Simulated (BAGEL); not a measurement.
**BSiH5 (boranylsilane): a chain of runs**

Aim: the energy (HF/def2-SVP), then the energy (NEVPT2(2,2)/def2-SVP), then a single-point energy (CASPT2(2,2)/def2-SVP) of BSiH5 (boranylsilane). 

The calculation is run with BAGEL 1.2.2.

1 further run of the same task is left out (set aside as unsound or not needed).

## (1) The molecule

The species is BSiH5 (7 atoms), meant as a singlet with charge 0. As SMILES, `B[SiH3]`. The Si2–H5 distance was set to 2.015 Å, away from the relaxed value. At this shape a bond of the SMILES string is far longer than usual.

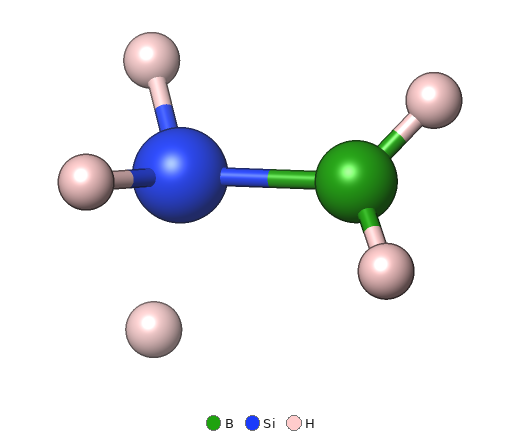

Viewed from a chosen angle; boron green, silicon blue, hydrogen pink.

## (2) The energy at HF/def2-SVP (density fitting with svp-jkfit) (run 1)

calc.json reads:

```json
{ "bagel": [

{
  "title": "molecule",
  "basis": "svp",
  "df_basis": "svp-jkfit",
  "geometry": [
    { "atom": "B", "xyz": [     0.38472178,    -2.45066298,     1.23181231 ] },
    { "atom": "Si", "xyz": [     0.63473255,     1.28022331,     0.56511693 ] },
    { "atom": "H", "xyz": [    -1.66147366,    -3.39854960,     1.39395081 ] },
    { "atom": "H", "xyz": [     2.17920571,    -3.79898257,     1.47955540 ] },
    { "atom": "H", "xyz": [    -1.16407129,     2.06622654,    -2.69701713 ] },
    { "atom": "H", "xyz": [    -0.71207526,     2.66236900,     2.62132792 ] },
    { "atom": "H", "xyz": [     3.25275912,     2.28839220,     0.39315185 ] }
  ]
},

{ "title": "hf" },

{ "title": "print", "file": "orbitals.molden", "orbitals": true }

]}
```

Command:

```bash
$ BAGEL_NUM_THREADS=1 BAGEL calc.json > calc.out
```

Standard output:

```text
* using 1 threads per process

  ===============================================================
  ===============================================================

  *** Geometry ***

  { "atom" : "B", "xyz" : [      0.384722,     -2.450663,      1.231812 ] },
  { "atom" : "Si", "xyz" : [      0.634733,      1.280223,      0.565117 ] },
  { "atom" : "H", "xyz" : [     -1.661474,     -3.398550,      1.393951 ] },
  { "atom" : "H", "xyz" : [      2.179206,     -3.798983,      1.479555 ] },
  { "atom" : "H", "xyz" : [     -1.164071,      2.066227,     -2.697017 ] },
  { "atom" : "H", "xyz" : [     -0.712075,      2.662369,      2.621328 ] },
  { "atom" : "H", "xyz" : [      3.252759,      2.288392,      0.393152 ] },

  Number of auxiliary basis functions:      293

  Since a DF basis is specified, we compute 2- and 3-index integrals:
    o Being stored without compression. Storage requirement is 0.008 GB

  Number of basis functions:       57
  Number of electrons      :       24

    * METHOD: MOLECULE                             0.06

  *** RHF ***

  === Nuclear Repulsion ===
    46.0670854132

      * DIIS with orbital gradients will be used.

  === RHF iteration (svp) ===
      0       -316.27235793          0.01097518           0.01
      1       -316.31586720          0.00309485           0.01
      2       -316.31984252          0.00074943           0.01
      3       -316.32006745          0.00012307           0.01
      4       -316.32007682          0.00002265           0.01
      5       -316.32007717          0.00000485           0.01
      6       -316.32007719          0.00000144           0.01
      7       -316.32007719          0.00000065           0.01
      8       -316.32007719          0.00000022           0.01
      9       -316.32007719          0.00000005           0.01
     10       -316.32007719          0.00000001           0.01
    * SCF iteration converged.

    * Permanent dipole moment:
           (   -0.204278,     0.330452,    -0.384990) a.u.

    * METHOD: HF                                   0.14

    * METHOD: PRINT                                0.01

  ===============================================================
```

It took 0.4 s on 1 thread of Intel Xeon Platinum 8488C (Sapphire Rapids), shared host; peak memory 0.15 GiB.

## (3) The energy at NEVPT2(2,2)/def2-SVP (density fitting with svp-jkfit) (run 2)

input.json reads:

```json
{ "bagel" : [

{
  "title" : "molecule",
  "basis" : "svp",
  "df_basis" : "svp-jkfit",
  "angstrom" : false,
  "geometry" : [
    { "atom" : "B", "xyz" : [  0.38472178, -2.45066298,  1.23181231 ] },
    { "atom" : "Si", "xyz" : [  0.63473255,  1.28022331,  0.56511693 ] },
    { "atom" : "H", "xyz" : [ -1.66147366, -3.39854960,  1.39395081 ] },
    { "atom" : "H", "xyz" : [  2.17920571, -3.79898257,  1.47955540 ] },
    { "atom" : "H", "xyz" : [ -1.16407129,  2.06622654, -2.69701713 ] },
    { "atom" : "H", "xyz" : [ -0.71207526,  2.66236900,  2.62132792 ] },
    { "atom" : "H", "xyz" : [  3.25275912,  2.28839220,  0.39315185 ] }
  ]
},
{ "title" : "hf", "charge" : 0 },
{
  "title" : "nevpt2",
  "nstate" : 1,
  "nact" : 2,
  "nclosed" : 11,
  "charge" : 0,
  "active" : [12, 14],
  "maxiter" : 200,
  "natocc" : true,
  "ncore" : 6
},
{ "title" : "print", "file" : "orbitals.molden", "orbitals" : true }

]}
```

Command:

```bash
$ BAGEL_NUM_THREADS=1 BAGEL input.json > input.out
```

Standard output:

```text
* using 1 threads per process

  ===============================================================
  ===============================================================

  *** Geometry ***

  { "atom" : "B", "xyz" : [      0.384722,     -2.450663,      1.231812 ] },
  { "atom" : "Si", "xyz" : [      0.634733,      1.280223,      0.565117 ] },
  { "atom" : "H", "xyz" : [     -1.661474,     -3.398550,      1.393951 ] },
  { "atom" : "H", "xyz" : [      2.179206,     -3.798983,      1.479555 ] },
  { "atom" : "H", "xyz" : [     -1.164071,      2.066227,     -2.697017 ] },
  { "atom" : "H", "xyz" : [     -0.712075,      2.662369,      2.621328 ] },
  { "atom" : "H", "xyz" : [      3.252759,      2.288392,      0.393152 ] },

  Number of auxiliary basis functions:      293

[... 21 lines left out ...]
    * SCF iteration converged.
[... 1 line left out ...]
    * Permanent dipole moment:
[... 28 lines left out ...]
    * Second-order optimization converged. *

     guess   0:   closed 1.                   open ..

  === FCI iteration ===

      0  0      -316.31921682     6.84e-02      0.00
      1  0      -316.34496521     1.84e-04      0.00
      2  0 *    -316.34496548     3.33e-16      0.00

     * ci vector, state   0, <S^2> = 0.0000
       2.     0.9827468069
       .2    -0.1849559771

  === DF-NEVPT2 calculation ===

    * 3-index integral transformation done
    * assembly done

      NEVPT2 correlation energy:   -0.1710403733      0.03

          (+0)     -0.1433322686
          (+0)'    -0.0041883423
          (+1)     -0.0041969639
          (+1)'    -0.0000000000
          (+2)     -0.0002154951
          (-1)     -0.0133501018
          (-1)'     0.0000000000
          (-2)     -0.0057572017

      NEVPT2 total energy:       -316.5160058531

    * METHOD: NEVPT2                               0.74

    * METHOD: PRINT                                0.01

  ===============================================================
```

It took 1.1 s on 1 thread of Intel Xeon Platinum 8488C (Sapphire Rapids), shared host; peak memory 0.15 GiB.

## (4) A single-point energy at CASPT2(2,2)/def2-SVP (density fitting with svp-jkfit) (run 3)

calc.json reads:

```json
{ "bagel" : [

{
  "title" : "molecule",
  "basis" : "svp",
  "df_basis" : "svp-jkfit",
  "angstrom" : false,
  "geometry" : [
    { "atom" : "B", "xyz" : [  0.38472178, -2.45066298,  1.23181231 ] },
    { "atom" : "Si", "xyz" : [  0.63473255,  1.28022331,  0.56511693 ] },
    { "atom" : "H", "xyz" : [ -1.66147366, -3.39854960,  1.39395081 ] },
    { "atom" : "H", "xyz" : [  2.17920571, -3.79898257,  1.47955540 ] },
    { "atom" : "H", "xyz" : [ -1.16407129,  2.06622654, -2.69701713 ] },
    { "atom" : "H", "xyz" : [ -0.71207526,  2.66236900,  2.62132792 ] },
    { "atom" : "H", "xyz" : [  3.25275912,  2.28839220,  0.39315185 ] }
  ]
},
{ "title" : "hf" },
{ "title" : "casscf", "nstate" : 1, "nact" : 2, "nclosed" : 11, "nspin" : 0, "active" : [12, 14], "maxiter" : 200, "natocc" : true },
{ "title" : "print", "file" : "orbitals.molden", "orbitals" : true },
{ "title" : "smith", "method" : "caspt2", "ms" : true, "xms" : true, "sssr" : true, "shift" : 0.2, "shift_imag" : true, "ncore" : 6 }

]}
```

Command:

```bash
$ BAGEL_NUM_THREADS=1 BAGEL calc.json > calc.out
```

Standard output:

```text
* using 1 threads per process

  ===============================================================
  ===============================================================

  *** Geometry ***

  { "atom" : "B", "xyz" : [      0.384722,     -2.450663,      1.231812 ] },
  { "atom" : "Si", "xyz" : [      0.634733,      1.280223,      0.565117 ] },
  { "atom" : "H", "xyz" : [     -1.661474,     -3.398550,      1.393951 ] },
  { "atom" : "H", "xyz" : [      2.179206,     -3.798983,      1.479555 ] },
  { "atom" : "H", "xyz" : [     -1.164071,      2.066227,     -2.697017 ] },
  { "atom" : "H", "xyz" : [     -0.712075,      2.662369,      2.621328 ] },
  { "atom" : "H", "xyz" : [      3.252759,      2.288392,      0.393152 ] },

  Number of auxiliary basis functions:      293

[... 21 lines left out ...]
    * SCF iteration converged.
[... 1 line left out ...]
    * Permanent dipole moment:
[... 27 lines left out ...]
    * Second-order optimization converged. *
[... 9 lines left out ...]
     * ci vector, state   0, <S^2> = 0.0000
[... 16 lines left out ...]
    * Zeroth order energy : state  0       -0.7630115643
[... 4 lines left out ...]
       #      aibj      arbs      arbi      airj      risj      airs      arst      rist         Etot      error   time
[... 2 lines left out ...]
       0  -0.14270  -0.00696  -0.01367  -0.00459  -0.00032  -0.00368  -0.00000  -0.00000   -0.1719163  0.0012759   0.02
       1  -0.14279  -0.00699  -0.01371  -0.00468  -0.00035  -0.00378   0.00000  -0.00000   -0.1722914  0.0002466   0.01
       2  -0.14279  -0.00699  -0.01371  -0.00468  -0.00035  -0.00378  -0.00000  -0.00000   -0.1723052  0.0000536   0.01
       3  -0.14279  -0.00699  -0.01371  -0.00468  -0.00035  -0.00378  -0.00000  -0.00000   -0.1723057  0.0000106   0.01
       4  -0.14279  -0.00699  -0.01371  -0.00468  -0.00035  -0.00378   0.00000  -0.00000   -0.1723058  0.0000017   0.02
       5  -0.14279  -0.00699  -0.01371  -0.00468  -0.00035  -0.00378  -0.00000  -0.00000   -0.1723058  0.0000003   0.02

      ------------------------------------------------------------------------------------------------------------------

    * CASPT2 energy : state  0     -316.5187117103
        w/o shift correction       -316.5172712416
        reference weight              0.9310888134

    * METHOD: SMITH                                0.13

  ===============================================================
```

Wall time 1.2 s (1 thread of Intel Xeon Platinum 8488C (Sapphire Rapids), shared host); peak memory 0.15 GiB.

## (5) Summary of results

| quantity | value |
| --- | --- |
| run 1, HF/def2-SVP: total energy | -316.32008 Eh |
| run 1, HF/def2-SVP: dipole moment | 1.39 D |
| run 1, HF/def2-SVP: HOMO energy | -10.82 eV |
| run 1, HF/def2-SVP: LUMO energy | 0.85 eV |
| run 1, HF/def2-SVP: HOMO–LUMO gap | 11.67 eV |
| run 2, NEVPT2(2,2)/def2-SVP: total energy | -316.51601 Eh |
| run 3, CASPT2(2,2)/def2-SVP: total energy | -316.51871 Eh |
